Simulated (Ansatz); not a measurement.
How methods differ on CH5Si (SMILES [CH2][SiH3])

CH5Si has 7 atoms, charge 0, and is taken as a doublet. As SMILES, `[CH2][SiH3]`. The coordinates come from a PBE0-D4/def2-TZVP relaxation.

```xyz
7

C    -0.1726   -1.1030    0.0474
Si    0.1323    0.7098   -0.0290
H    -1.1390   -1.5222    0.3085
H     0.5883   -1.8348   -0.2038
H    -0.1912    1.2566   -1.3791
H    -0.7197    1.4201    0.9618
H     1.5631    1.0056    0.2485
```

Quantity: the energy change with the C1–Si2 bond stretched from 1.840 to 3.680 Å, in eV. The values are calculated.

```json
{"level": "UHF/STO-3G", "kind": "Hartree–Fock", "program": "Ansatz", "value (eV)": "4.22", "less FCI/STO-3G": "-0.55", "CPU time (all runs)": "0.33 s"}
{"level": "UBLYP/STO-3G", "kind": "GGA", "program": "Ansatz", "value (eV)": "5.45", "less FCI/STO-3G": "+0.68", "CPU time (all runs)": "6.2 s"}
{"level": "UPBE/STO-3G", "kind": "GGA", "program": "Ansatz", "value (eV)": "5.57", "less FCI/STO-3G": "+0.80", "CPU time (all runs)": "6.9 s"}
{"level": "U-r2SCAN/STO-3G", "kind": "meta-GGA", "program": "Ansatz", "value (eV)": "5.34", "less FCI/STO-3G": "+0.57", "CPU time (all runs)": "15 s"}
{"level": "UPBE0/STO-3G", "kind": "global hybrid", "program": "Ansatz", "value (eV)": "5.50", "less FCI/STO-3G": "+0.73", "CPU time (all runs)": "6.3 s"}
{"level": "U-wB97X/STO-3G", "kind": "range-separated hybrid", "program": "Ansatz", "value (eV)": "5.56", "less FCI/STO-3G": "+0.79", "CPU time (all runs)": "34 s"}
{"level": "UMP2/STO-3G", "kind": "perturbation theory", "program": "Ansatz", "value (eV)": "4.71", "less FCI/STO-3G": "-0.06", "CPU time (all runs)": "0.35 s"}
{"level": "UBCCD(T)/STO-3G", "kind": "coupled cluster or CI", "program": "Ansatz", "value (eV)": "4.79", "less FCI/STO-3G": "+0.02", "CPU time (all runs)": "0.75 s"}
{"level": "FCI/STO-3G", "kind": "exact in the basis", "program": "Ansatz", "value (eV)": "4.77", "less FCI/STO-3G": "0.00", "CPU time (all runs)": "62 s"}
```

FCI/STO-3G is exact within its basis and frozen core, so for wave-function methods in that basis the difference is their error; functionals converge differently with the basis, so for them it is only a difference. The first shape isn't each level's own minimum. The values span 4.22 to 5.57 eV. Spin contamination of the reference (⟨S²⟩ at least 0.1 too high) touches UHF/STO-3G, UBLYP/STO-3G, UPBE/STO-3G, U-r2SCAN/STO-3G, UPBE0/STO-3G, U-wB97X/STO-3G, UMP2/STO-3G, UBCCD(T)/STO-3G. All rows use very small basis sets, so none should be taken for the real molecule's value. CPU times are rough (shared hosts, several kinds of processor and program).

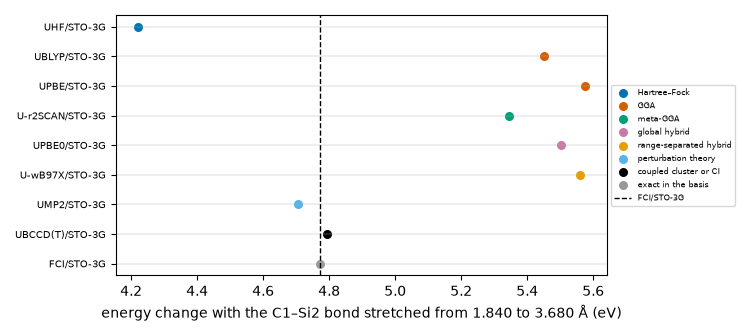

The values of the table, level by level.
